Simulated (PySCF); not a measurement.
# triplet C2Si: levels of theory compared

We compute a comparison of 3 runs (UHF/STO-3G, U-wB97M-V/def2-TZVP, U-wB97X/def2-TZVP) of triplet C2Si. Input form: a Python script.

The calculation is run with PySCF 2.14.0.

1 further run of the same task is left out (set aside as unsound or not needed). Runs told in other sessions of the task aren't counted.

### Step 1. The system as given

The species is C2Si (3 atoms), meant as a triplet with charge 0. Geometry: relaxed at GFN2-xTB. That shape belongs to the parent species and isn't relaxed for this state.

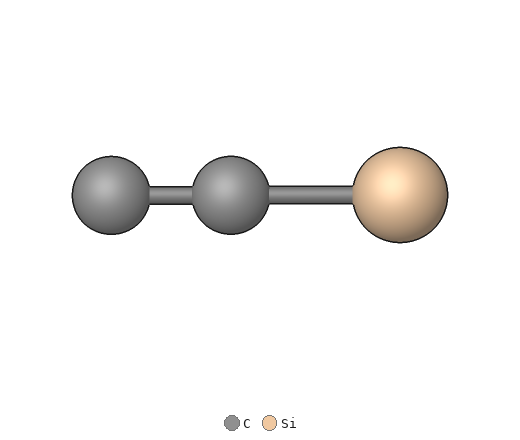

Viewed from a chosen angle; carbon grey, silicon light orange.

### Step 2. The energy at UHF/STO-3G (run 1)

The input, input.py:

```python
from pyscf import gto

mol = gto.Mole()
mol.atom = [
    ('C', (-1.111830, 0.737510, -0.522770)),
    ('C', (-0.135170, 0.089220, -0.063600)),
    ('Si', (1.247000, -0.826740, 0.586370)),
]
mol.max_memory = 1860
mol.basis = 'sto-3g'
mol.spin = 2
mol.charge = 0
mol.verbose = 4
mol.build()

mf = mol.UHF()
mf.conv_tol = 1e-10
mf.kernel()
if not mf.converged:
    mf = mf.newton().run(mf.mo_coeff, mf.mo_occ)

e_tot = mf.e_tot
print(f'total energy: {e_tot:.8f} hartree')
```

Run with:

```
$ OMP_NUM_THREADS=1 python input.py
```

The program printed:

```text
PySCF version 2.14.0

[INPUT] num. atoms = 3
[INPUT] num. electrons = 26
[INPUT] charge = 0
[INPUT] spin (= nelec alpha-beta = 2S) = 2
[INPUT] symmetry False subgroup None
[INPUT] Mole.unit = angstrom
[INPUT] Symbol           X                Y                Z      unit          X                Y                Z       unit  Magmom
[INPUT]  1 C     -1.111830000000   0.737510000000  -0.522770000000 AA   -2.101054197075   1.393691914128  -0.987892126139 Bohr   0.0
[INPUT]  2 C     -0.135170000000   0.089220000000  -0.063600000000 AA   -0.255434280257   0.168601364834  -0.120186581522 Bohr   0.0
[INPUT]  3 Si     1.247000000000  -0.826740000000   0.586370000000 AA    2.356488477333  -1.562312176223   1.108078707661 Bohr   0.0

[... 25 lines left out ...]
[... the frontier-level lines of each cycle are left out ...]
[... 3 lines left out ...]
[... 70 lines left out ...]
converged SCF energy = -360.183541572276  <S^2> = 2.6956307  2S+1 = 3.432568
total energy: -360.18354157 hartree
```

Run time: 0.7 s. Hardware: 1 thread of Arm Neoverse V2, shared host; peak memory 0.12 GiB.

### Step 3. The energy at U-wB97M-V/def2-TZVP (run 2)

The input, input.py:

```python
from pyscf import gto, dft

mol = gto.M(
    atom=[
    ('C', (-1.111830, 0.737510, -0.522770)),
    ('C', (-0.135170, 0.089220, -0.063600)),
    ('Si', (1.247000, -0.826740, 0.586370)),
],
    basis='def2-tzvp',
    max_memory=1860,
    spin=2,
    verbose=4,
)

mf = dft.UKS(mol, xc='wb97m-v')
mf.nlcgrids.level = 1
mf.grids.level = 5
mf.conv_tol = 1e-10
mf.kernel()
if not mf.converged:
    mf = mf.newton().run(mf.mo_coeff, mf.mo_occ)

energy = mf.e_tot
print(f'total energy: {energy:.8f} hartree')
```

Run with:

```
$ OMP_NUM_THREADS=1 python input.py
```

The program printed:

```text
PySCF version 2.14.0

[INPUT] num. atoms = 3
[INPUT] num. electrons = 26
[INPUT] charge = 0
[INPUT] spin (= nelec alpha-beta = 2S) = 2
[INPUT] symmetry False subgroup None
[INPUT] Mole.unit = angstrom
[INPUT] Symbol           X                Y                Z      unit          X                Y                Z       unit  Magmom
[INPUT]  1 C     -1.111830000000   0.737510000000  -0.522770000000 AA   -2.101054197075   1.393691914128  -0.987892126139 Bohr   0.0
[INPUT]  2 C     -0.135170000000   0.089220000000  -0.063600000000 AA   -0.255434280257   0.168601364834  -0.120186581522 Bohr   0.0
[INPUT]  3 Si     1.247000000000  -0.826740000000   0.586370000000 AA    2.356488477333  -1.562312176223   1.108078707661 Bohr   0.0

[... 49 lines left out ...]
[... the frontier-level lines of each cycle are left out ...]
[... 3 lines left out ...]
[... 74 lines left out ...]
converged SCF energy = -365.435906822863  <S^2> = 2.0586245  2S+1 = 3.0388317
total energy: -365.43590682 hartree
```

Run time: 87 s. Hardware: 1 thread of Arm Neoverse V2, shared host; peak memory 0.55 GiB.

### Step 4. A single-point energy at U-wB97X/def2-TZVP (run 3)

The input, run.py:

```python
from pyscf import gto, dft

system = gto.M(
    atom='''
C     -1.111830     0.737510    -0.522770
C     -0.135170     0.089220    -0.063600
Si     1.247000    -0.826740     0.586370
''',
    charge=0,
    max_memory=1860,
    basis='def2-tzvp',
    verbose=4,
    spin=2,
)

myscf = dft.UKS(system, xc='wb97x')
myscf.grids.level = 5
myscf.conv_tol = 1e-10
myscf.kernel()
if not myscf.converged:
    myscf = myscf.newton().run(myscf.mo_coeff, myscf.mo_occ)

e_tot = myscf.e_tot
print('E = %.10f Eh' % e_tot)
```

Run with:

```
$ OMP_NUM_THREADS=1 python run.py
```

The program printed:

```text
PySCF version 2.14.0

[INPUT] num. atoms = 3
[INPUT] num. electrons = 26
[INPUT] charge = 0
[INPUT] spin (= nelec alpha-beta = 2S) = 2
[INPUT] symmetry False subgroup None
[INPUT] Mole.unit = angstrom
[INPUT] Symbol           X                Y                Z      unit          X                Y                Z       unit  Magmom
[INPUT]  1 C     -1.111830000000   0.737510000000  -0.522770000000 AA   -2.101054197075   1.393691914128  -0.987892126139 Bohr   0.0
[INPUT]  2 C     -0.135170000000   0.089220000000  -0.063600000000 AA   -0.255434280257   0.168601364834  -0.120186581522 Bohr   0.0
[INPUT]  3 Si     1.247000000000  -0.826740000000   0.586370000000 AA    2.356488477333  -1.562312176223   1.108078707661 Bohr   0.0

[... 38 lines left out ...]
[... the frontier-level lines of each cycle are left out ...]
[... 3 lines left out ...]
[... 78 lines left out ...]
converged SCF energy = -365.441142721472  <S^2> = 2.0885747  2S+1 = 3.0584798
E = -365.4411427215 Eh
```

Run time: 37 s. Hardware: 1 thread of Arm Neoverse V2, shared host; peak memory 0.49 GiB.

### Step 5. All runs side by side

```csv
run,level,integration grid,nlc grid,energy (Eh),dipole moment (D),HOMO energy (eV),LUMO energy (eV),wall time
1,UHF/STO-3G,–,–,-360.183542,0.52,-4.66,5.35,0.7 s
2,U-wB97M-V/def2-TZVP,5,1,-365.435907,0.46,-7.14,-3.05,87 s
3,U-wB97X/def2-TZVP,5,–,-365.441143,0.25,-7.62,-3.15,37 s
```

### Step 6. What came out

```
                                 quantity          value
                      run 3: total energy  -365.44114 Eh
                     run 3: dipole moment         0.25 D
run 3: HOMO energy (highest over α and β)       -7.62 eV
 run 3: LUMO energy (lowest over α and β)       -3.15 eV
                              run 3: ⟨S²⟩          2.089
```

In words: The dipole moment (its size) runs from 0.25 D (U-wB97X/def2-TZVP) to 0.52 D (UHF/STO-3G). The two ends differ in method and basis. Totals of different functionals can't be ranked against each other. In run 1 the basis is minimal, so the values are rough. Spin contamination of the reference: run 1 ⟨S²⟩ = 2.70. Where it is this large, the reference is a mixture of spin states, and values that rest on it are in doubt. All runs together took 2.1 min, the longest 87 s.
